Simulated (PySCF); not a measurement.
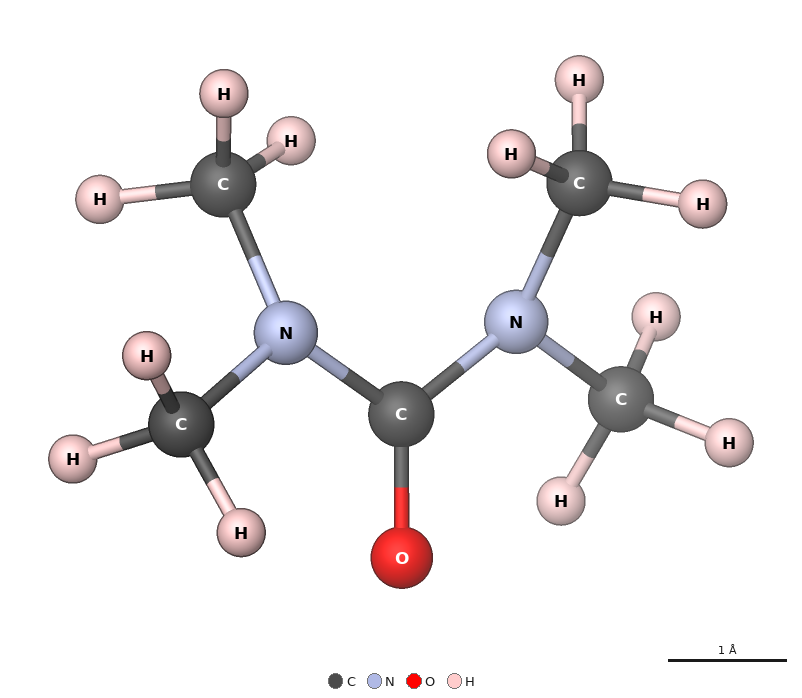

Distant atoms are faded towards the background colour. The geometry was computed by an optimisation with PBE0-D3(BJ)/def2-SVP. No frequency run is at hand to confirm it as a minimum. Masses are those of the most abundant isotopes; constants are for the rigid equilibrium geometry.

Question: Classify the rotor and give the rotational constants (GHz).

Answer: An asymmetric top (C2): A = 3.16, B = 1.66, C = 1.23 GHz. Ray's parameter κ is −0.55, nearer the prolate limit.
